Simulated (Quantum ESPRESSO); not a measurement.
# Collinear magnetic orders of GeRh with Quantum ESPRESSO, part 2 of 2

Does GeRh prefer parallel or opposed moments?

Quantum ESPRESSO 7.5; LDA; plane waves with GBRV 1.5 LDA potentials, no spin-orbit coupling.

So far: Starting point; Run 1 (ferro ++++).

## Step 3: Run 2 (antiferro ++−−)

pw.in reads:

```
&CONTROL
  calculation = 'scf'
  prefix = 'pwscf'
  outdir = './tmp'
  pseudo_dir = './pseudo'
  disk_io = 'nowf'
/
&SYSTEM
  ibrav = 0
  celldm(1) = 8
  nat = 8
  ntyp = 3
  ecutwfc = 40
  ecutrho = 280
  nbnd = 72
  occupations = 'smearing'
  smearing = 'fd'
  degauss = 0.00734986
  nspin = 2
  starting_magnetization(1) = 0
  starting_magnetization(2) = 0.0667
  starting_magnetization(3) = -0.0667
/
&ELECTRONS
  conv_thr = 1.6d-08
  electron_maxstep = 150
  mixing_beta = 0.3
/
ATOMIC_SPECIES
Ge     72.6300 ge_lda_v1.4.uspp.F.UPF
Rh1   102.9055 rh_lda_v1.4.uspp.F.UPF
Rh2   102.9055 rh_lda_v1.4.uspp.F.UPF
CELL_PARAMETERS alat
   1.1594388724772    0.0000000000000    0.0000000000000
   0.0000000000000    1.1594388724772    0.0000000000000
   0.0000000000000    0.0000000000000    1.1594388724772
ATOMIC_POSITIONS crystal
Ge      0.1662818700    0.3337181300    0.6662818700
Ge      0.3337181300    0.6662818700    0.1662818700
Ge      0.6662818700    0.1662818700    0.3337181300
Ge      0.8337181300    0.8337181300    0.8337181300
Rh1     0.8822094400    0.6177905600    0.3822094400
Rh1     0.6177905600    0.3822094400    0.8822094400
Rh2     0.3822094400    0.8822094400    0.6177905600
Rh2     0.1177905600    0.1177905600    0.1177905600
K_POINTS automatic
6 6 6 0 0 0
```

On the command line:

```bash
$ OMP_NUM_THREADS=1 mpirun -n 4 pw.x -nk 4 -in pw.in > pw.out
```

What it wrote:

```text
[banner, memory and clock lines left out]
Program PWSCF v.7.5 starts

     Message from routine setup:
     using ibrav=0 with symmetry is DISCOURAGED, use correct ibrav instead

     bravais-lattice index     =            0
     lattice parameter (alat)  =       8.0000  a.u.
     unit-cell volume          =     798.0196 (a.u.)^3
     number of atoms/cell      =            8
     number of atomic types    =            3
     number of electrons       =       116.00
     number of Kohn-Sham states=           72
     kinetic-energy cutoff     =      40.0000  Ry
     charge density cutoff     =     280.0000  Ry
     scf convergence threshold =      1.6E-08
     mixing beta               =       0.3000
     number of iterations used =            8  plain     mixing
     Exchange-correlation=  SLA  PZ   NOGX NOGC
                           (   1   1   0   0   0   0   0)

     celldm(1)=   8.000000  celldm(2)=   0.000000  celldm(3)=   0.000000
     celldm(4)=   0.000000  celldm(5)=   0.000000  celldm(6)=   0.000000

     crystal axes: (cart. coord. in units of alat)
               a(1) = (   1.159439   0.000000   0.000000 )
               a(2) = (   0.000000   1.159439   0.000000 )
               a(3) = (   0.000000   0.000000   1.159439 )

     reciprocal axes: (cart. coord. in units 2 pi/alat)
               b(1) = (  0.862486  0.000000  0.000000 )
               b(2) = (  0.000000  0.862486  0.000000 )
               b(3) = (  0.000000  0.000000  0.862486 )

     PseudoPot. # 1 for Ge read from file:
     ge_lda_v1.4.uspp.F.UPF
     Pseudo is Ultrasoft + core correction, Zval = 14.0

     PseudoPot. # 2 for Rh read from file:
     rh_lda_v1.4.uspp.F.UPF
     Pseudo is Ultrasoft + core correction, Zval = 15.0

     PseudoPot. # 3 for Rh read from file:
     rh_lda_v1.4.uspp.F.UPF
     Pseudo is Ultrasoft + core correction, Zval = 15.0

     atomic species   valence    mass     pseudopotential
     Ge               14.00    72.63000     Ge( 1.00)
     Rh1              15.00   102.90550     Rh( 1.00)
     Rh2              15.00   102.90550     Rh( 1.00)

     Starting magnetic structure
     atomic species   magnetization
     Ge              0.000
     Rh1             0.067
     Rh2            -0.067

      2 Sym. Ops. (no inversion) found ( 1 have fractional translation)

   Cartesian axes

     site n.     atom                  positions (alat units)
         1        Ge     tau(   1) = (   0.1927937   0.3869258   0.7725131  )
         2        Ge     tau(   2) = (   0.3869258   0.7725131   0.1927937  )
         3        Ge     tau(   3) = (   0.7725131   0.1927937   0.3869258  )
         4        Ge     tau(   4) = (   0.9666452   0.9666452   0.9666452  )
         5        Rh1    tau(   5) = (   1.0228679   0.7162904   0.4431485  )
         6        Rh1    tau(   6) = (   0.7162904   0.4431485   1.0228679  )
         7        Rh2    tau(   7) = (   0.4431485   1.0228679   0.7162904  )
         8        Rh2    tau(   8) = (   0.1365710   0.1365710   0.1365710  )

     number of k points=    80  Fermi-Dirac smearing, width (Ry)=  0.0073
                       cart. coord. in units 2pi/alat
        k(    1) = (   0.0000000   0.0000000   0.0000000), wk =   0.0046296
        k(    2) = (   0.0000000   0.0000000   0.1437477), wk =   0.0092593
        k(    3) = (   0.0000000   0.0000000   0.2874954), wk =   0.0092593
        k(    4) = (   0.0000000   0.0000000  -0.4312431), wk =   0.0046296
        k(    5) = (   0.0000000   0.1437477   0.1437477), wk =   0.0185185
        [... 75 further k-points ...]

     Dense  grid:    63077 G-vectors     FFT dimensions: (  50,  50,  50)

     Smooth grid:    27201 G-vectors     FFT dimensions: (  40,  40,  40)

     Generating pointlists ...
     new r_m :   0.2353 (alat units)  1.8826 (a.u.) for type    1
     new r_m :   0.2353 (alat units)  1.8826 (a.u.) for type    2
     new r_m :   0.2353 (alat units)  1.8826 (a.u.) for type    3

     Initial potential from superposition of free atoms

     starting charge     113.9969, renormalised to     116.0000

     negative rho (up, down):  1.086E-01 1.086E-01
     Starting wfcs are   84 randomized atomic wfcs

     Self-consistent Calculation

     iteration #  1     ecut=    40.00 Ry     beta= 0.30
     Davidson diagonalization with overlap
     ethr =  1.00E-02,  avg # of iterations =  2.4

     Threshold (ethr) on eigenvalues was too large:
     Diagonalizing with lowered threshold

     Davidson diagonalization with overlap
     ethr =  9.71E-04,  avg # of iterations =  1.0

     negative rho (up, down):  1.098E-01 1.098E-01

     total energy              =   -1538.00219761 Ry
     estimated scf accuracy    <       1.15156026 Ry

     total magnetization       =    -0.00 Bohr mag/cell
     absolute magnetization    =     1.05 Bohr mag/cell

     iteration #  2     ecut=    40.00 Ry     beta= 0.30
     Davidson diagonalization with overlap
     ethr =  9.93E-04,  avg # of iterations =  2.0

     negative rho (up, down):  1.104E-01 1.104E-01

     total energy              =   -1538.00384631 Ry
     estimated scf accuracy    <       0.23164540 Ry

     total magnetization       =     0.00 Bohr mag/cell
     absolute magnetization    =     0.79 Bohr mag/cell

     [... further iterations left out ...]

     iteration # 11     ecut=    40.00 Ry     beta= 0.30
     Davidson diagonalization with overlap
     ethr =  1.79E-10,  avg # of iterations =  1.6

     negative rho (up, down):  1.114E-01 1.114E-01

     total energy              =   -1538.03444803 Ry
     estimated scf accuracy    <       0.00000002 Ry

     total magnetization       =     0.00 Bohr mag/cell
     absolute magnetization    =     0.00 Bohr mag/cell

     iteration # 12     ecut=    40.00 Ry     beta= 0.30
     Davidson diagonalization with overlap
     ethr =  2.15E-11,  avg # of iterations =  2.0

     negative rho (up, down):  1.114E-01 1.114E-01

     Magnetic moment per site  (integrated on atomic sphere of radius R)
     atom   1 (R=0.235)  charge= 11.7513  magn=  0.0000
     atom   2 (R=0.235)  charge= 11.7513  magn=  0.0000
     atom   3 (R=0.235)  charge= 11.7513  magn= -0.0000
     atom   4 (R=0.235)  charge= 11.7513  magn= -0.0000
     atom   5 (R=0.235)  charge= 12.4406  magn=  0.0000
     atom   6 (R=0.235)  charge= 12.4406  magn=  0.0000
     atom   7 (R=0.235)  charge= 12.4406  magn= -0.0000
     atom   8 (R=0.235)  charge= 12.4406  magn= -0.0000

     End of self-consistent calculation

     Number of k-points >= 100: set verbosity='high' to print the bands.

     the Fermi energy is    16.9500 ev

!    total energy              =   -1538.03444804 Ry
     estimated scf accuracy    <          3.0E-09 Ry
     smearing contrib. (-TS)   =      -0.00514215 Ry
     internal energy E=F+TS    =   -1538.02930589 Ry

     The total energy is F=E-TS. E is the sum of the following terms:
     one-electron contribution =    -533.16671129 Ry
     hartree contribution      =     380.26260240 Ry
     xc contribution           =    -349.07711616 Ry
     ewald contribution        =   -1036.04808084 Ry

     total magnetization       =     0.00 Bohr mag/cell
     absolute magnetization    =     0.00 Bohr mag/cell

     convergence has been achieved in  12 iterations
```

Elapsed: 4.7 min, on 4 MPI ranks of Arm Neoverse V1, shared host; peak memory 1.3 GiB.

The spin moment in the atom's sphere vanishes on all atoms.

Read from the output:

* smearing term TS: 0.06996 eV
* magnetization: 0 μB
* absolute magnetization: 0 μB
* final state: non-magnetic

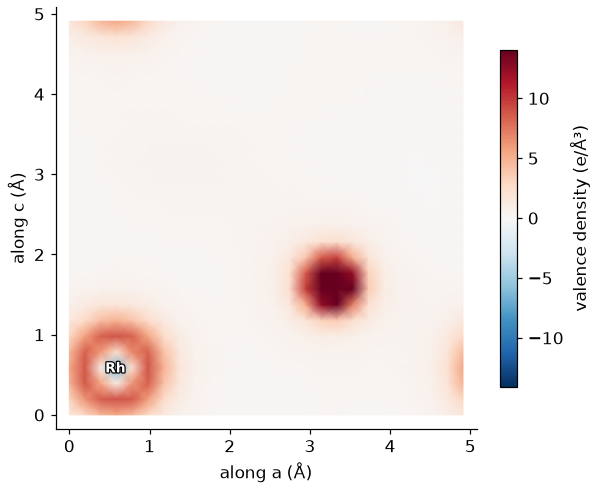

Valence density in the ac plane at fractional y = 0.118, with atoms of Rh within 0.2 Å of it. It is the smooth field of the valence electrons, not physical close to the nuclei.

## Step 4: Run 3, typed as ferri +++−

pw.in: that of step 3 with these lines changed.

```diff
@@ -14,3 +14,3 @@
   ecutrho = 280
-  nbnd = 72
+  nbnd = 73
   occupations = 'smearing'
@@ -43,3 +43,3 @@
 Rh1     0.6177905600    0.3822094400    0.8822094400
-Rh2     0.3822094400    0.8822094400    0.6177905600
+Rh1     0.3822094400    0.8822094400    0.6177905600
 Rh2     0.1177905600    0.1177905600    0.1177905600
```

What it wrote:

```text
     [... lines left out ...]
Program PWSCF v.7.5 starts
     [... lines left out ...]
     number of atoms/cell      =            8
     [... lines left out ...]
     number of electrons       =       116.00
     number of Kohn-Sham states=           73
     kinetic-energy cutoff     =      40.0000  Ry
     charge density cutoff     =     280.0000  Ry
     scf convergence threshold =      1.6E-08
     [... lines left out ...]
      3 Sym. Ops. (no inversion) found
     [... lines left out ...]
     number of k points=    40  Fermi-Dirac smearing, width (Ry)=  0.0073
     [... lines left out ...]
     iteration # 11     ecut=    40.00 Ry     beta= 0.30
     [... lines left out ...]
     Magnetic moment per site  (integrated on atomic sphere of radius R)
     atom   1 (R=0.235)  charge= 11.7514  magn=  0.0000
     atom   2 (R=0.235)  charge= 11.7514  magn=  0.0000
     atom   3 (R=0.235)  charge= 11.7514  magn=  0.0000
     atom   4 (R=0.235)  charge= 11.7514  magn= -0.0000
     atom   5 (R=0.235)  charge= 12.4406  magn=  0.0000
     atom   6 (R=0.235)  charge= 12.4406  magn=  0.0000
     atom   7 (R=0.235)  charge= 12.4406  magn=  0.0000
     atom   8 (R=0.235)  charge= 12.4406  magn= -0.0002
     [... lines left out ...]
     the Fermi energy is    16.9501 ev
!    total energy              =   -1538.03444804 Ry
     estimated scf accuracy    <       0.00000001 Ry
     smearing contrib. (-TS)   =      -0.00514231 Ry
     [... lines left out ...]
     total magnetization       =    -0.00 Bohr mag/cell
     absolute magnetization    =     0.00 Bohr mag/cell
     convergence has been achieved in  11 iterations
```

It took 2.2 min on 4 MPI ranks; peak memory 1 GiB; 8.9 min of CPU time.

Spin moment in the atom's sphere by atom:

| atom | spin moment in the atom's sphere (μB) |
| --- | --- |
| Ge1 | 0.0000 |
| Ge2 | 0.0000 |
| Ge3 | 0.0000 |
| Ge4 | 0.0000 |
| Rh5 | 0.0000 |
| Rh6 | 0.0000 |
| Rh7 | 0.0000 |
| Rh8 | -0.0002 |

Numbers from this step:

* smearing term TS: 0.06996 eV
* magnetization: 0 μB
* absolute magnetization: 0 μB
* final state: non-magnetic

## Step 5: Energies of the orders

An order is kept where moments of 0.15 μB or more survive with the typed signs; meshes match where a doubled cell samples the same k points as the first cell.

Orders:

| start | final state | typed order kept | energy over the lowest (meV a seeded atom) | largest site moment (μB) | net moment (μB a cell of the first run) | mesh matched | CPU time (s) |
| --- | --- | --- | --- | --- | --- | --- | --- |
| ferro ++++ | non-magnetic | no | 0 | 0 | 0 | yes | 313.8 |
| antiferro ++-- | non-magnetic | no | 0 | 0 | 0 | yes | 1133 |
| ferri +++- | non-magnetic | no | 0 | 0 | 0 | yes | 532.7 |

## Step 6: Outcome

```yaml
lowest_state_found: non-magnetic (from ferro ++++, antiferro ++-- and ferri +++-)
largest_site_moment: 0 μB
```

In words: The lowest state carries no moment, and no start kept one. This is the lowest of 3 collinear or spinless starts, no proof of the ground state. Energies are free energies at an electronic temperature of 1160 K, which lowers moments and differences where the moments are itinerant.

[Logs and program files are shortened in this print: banners, set-up blocks, solver, clock and traceback lines can be left out without a mark of their own.]

[Logs are printed without paths, hosts, clocks, repeated set-up lines and the standing remarks that a program may print on its own settings, such as how far it seeks lower states.]

[Hosts, paths, dates, database ids (printed as entryN), source tags and the programs' standing remarks are cut or masked in the printed files.]

[Where a cell is said to come from a database of computed structures, the database is the Materials Project.]
